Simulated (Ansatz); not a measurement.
# BH3O3 (boric acid) at CCSD/def2-SVPD

What is the electronic atomisation energy of BH3O3 (boric acid) at CCSD/def2-SVPD? 

The results are computed with Ansatz 0.2.0.

13 further runs of the same task are left out: 13 set aside as unsound or not needed.

## 1. The structure to begin with

BH3O3 has 7 atoms, charge 0, and is taken as a singlet. As SMILES, `OB(O)O`. Geometry: relaxed at PBE0-D4/def2-TZVP.

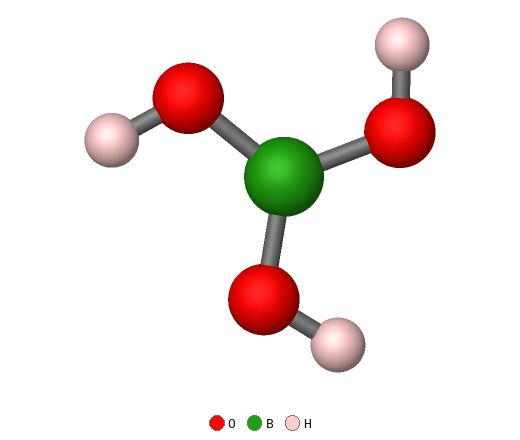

Viewed from a chosen angle; oxygen red, boron green, hydrogen pink.

## 2. The energy at CCSD/def2-SVPD

File job.yaml:

```yaml
crystal:
  periodic: [false, false, false]
  atoms:
    - symbol: O
      position_ang: [-1.329950, -0.251650, 0.184550]
    - symbol: B
      position_ang: [-0.000000, 0.000000, -0.000010]
    - symbol: O
      position_ang: [0.430260, 1.279290, -0.210830]
    - symbol: O
      position_ang: [0.899670, -1.027640, 0.026210]
    - symbol: H
      position_ang: [-1.506600, -1.184610, 0.322580]
    - symbol: H
      position_ang: [-0.292710, 1.910130, -0.207270]
    - symbol: H
      position_ang: [1.799320, -0.725540, -0.115220]
basis:
  gaussian:
    orbitals: def2-SVPD
correlation:
  method: ccsd
  frozen_orbitals: {B: 1, H: 0, O: 1}
accuracy: high
scf:
  omitted_lower_state_checks: [cluster_reference, increment]
```

On the command line:

```console
$ ansatz run job.yaml --threads 1 --pin off --max-ram 2610MiB --events-out events.jsonl --progress --plain --runs-dir runs
```

Standard output:

```text
Warning: RAYON_NUM_THREADS=1 ignored (pool sized by the plan → 1); use --threads N
[... 11 lines left out ...]
4 core orbitals not correlated: weight in the atoms' cores, before any rotation towards them, 1.000 or more for the frozen orbitals, at most 0.000 for the correlated occupied ones
[... 22 lines left out ...]
Total energy: -6849.37316440 eV, -251.7098211198 hartree
Checks for a lower state left out: cluster_reference, increment
```

Wall time 29 s (1 thread of Arm Neoverse V2, shared host); peak memory 1.1 GiB.

## 3. The B atom

File run.yaml:

```yaml
crystal:
  periodic: [false, false, false]
  atoms:
    - {symbol: B, position_ang: [0.000000, 0.000000, 0.000000]}
basis:
  gaussian:
    orbitals: def2-SVPD
magnetization:
  spin_polarized: true
  initial_magnetization: 1
correlation:
  method: ccsd
  frozen_orbitals: {B: 1}
accuracy: high
scf:
  omitted_lower_state_checks: [cluster_reference, increment]
```

Run the same way, it converges to -24.56057 Eh (log not shown).

## 4. The H atom: the energy at UHF/def2-SVPD

File input.yaml:

```yaml
basis:
  gaussian:
    orbitals: def2-SVPD
crystal:
  periodic: [false, false, false]
  atoms:
    - {symbol: H, position_ang: [0.000000, 0.000000, 0.000000]}
accuracy: high
hamiltonian:
  xc: hf
magnetization:
  spin_polarized: true
  initial_magnetization: 1
```

Run the same way, it converges to -0.49928 Eh (log not shown).

## 5. The O atom, same level

File input.yaml:

```yaml
crystal:
  periodic: [false, false, false]
  atoms:
    - symbol: O
      position_ang: [0.000000, 0.000000, 0.000000]
basis:
  gaussian:
    orbitals: def2-SVPD
magnetization:
  spin_polarized: true
  initial_magnetization: 2
correlation:
  method: ccsd
  frozen_orbitals: {O: 1}
accuracy: high
scf:
  omitted_lower_state_checks: [cluster_reference, increment]
```

Run the same way, it converges to -74.84806 Eh (log not shown).

## 6. Results

Level: CCSD/def2-SVPD, 4 core orbitals frozen.

| quantity | value |
| --- | --- |
| molecule: total energy | -251.70982 Eh |
| molecule: correlation energy (4 core orbitals frozen) | -685.1 mEh |
| molecule: T1 diagnostic | 0.014 |
| B atom: total energy | -24.56057 Eh |
| B atom: correlation energy (1 core orbital frozen) | -59.1 mEh |
| B atom: ⟨S²⟩ of the reference determinant | 0.760 |
| B atom: T1 diagnostic | 0.014 |
| H atom: total energy | -0.49928 Eh |
| H atom: ⟨S²⟩ | 0.750 |
| O atom: total energy | -74.84806 Eh |
| O atom: correlation energy (1 core orbital frozen) | -123.8 mEh |
| O atom: ⟨S²⟩ of the reference determinant | 2.009 |
| O atom: T1 diagnostic | 0.010 |
| electronic atomisation energy | 30.129 eV |

Taking the molecule apart into free atoms costs 30.13 eV (695 kcal/mol), before zero-point energy and without spin-orbit coupling.
